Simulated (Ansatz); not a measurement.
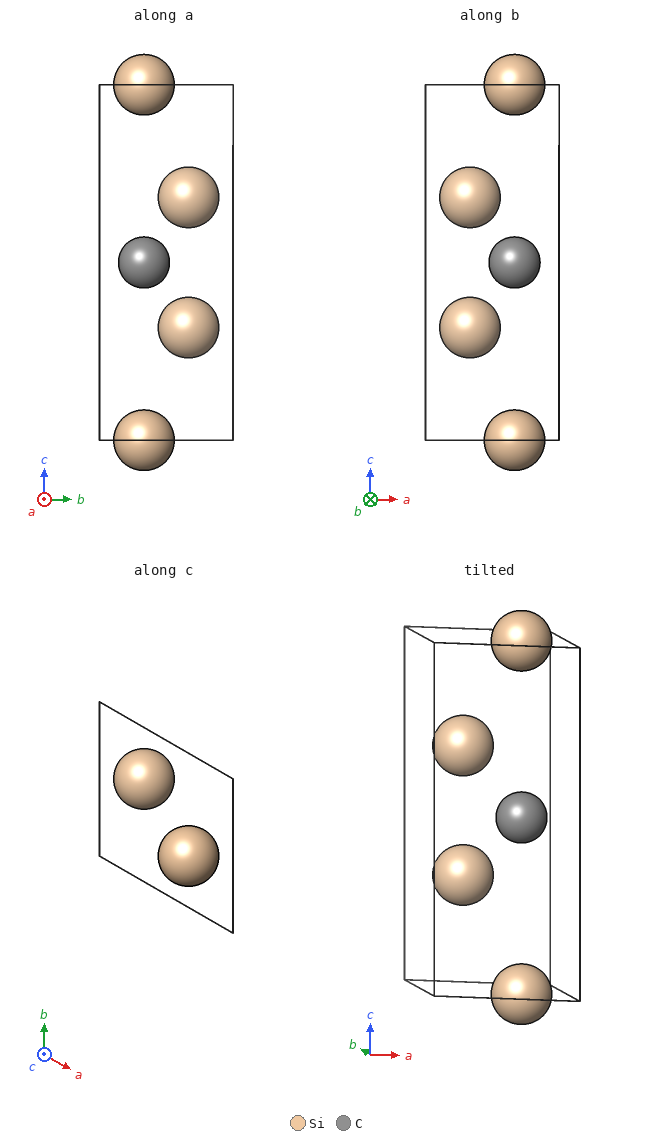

The figure gives a spheres-only picture of the atoms, viewed along the a axis, along the b axis, along the c axis and slightly off an axis. The conventional unit cell is outlined; an atom on or near a face, edge or corner is repeated at each equivalent position.

Lattice parameters: a = 2.887 Å, b = 2.887 Å, c = 6.655 Å, α = 90.00°, β = 90.00°, γ = 120.00°.

Write the structure as a table of Wyckoff sites, with free fractional coordinates to two decimals.

Answer. Space group P-6m2 (No. 187).
| atom | site | x | y | z |
| --- | --- | --- | --- | --- |
| Si | 2h | 0.3333 | 0.6667 | 0.68 |
| Si | 1e | 0.6667 | 0.3333 | 0.00 |
| C | 1f | 0.6667 | 0.3333 | 0.50 |

The cell started as a structure type filled with these elements by a generator (whether the compound takes this form wasn't checked). Atoms and cell were optimised with DFT PBE, scalar-relativistic, plane waves, PAW in Ansatz 0.2.0.
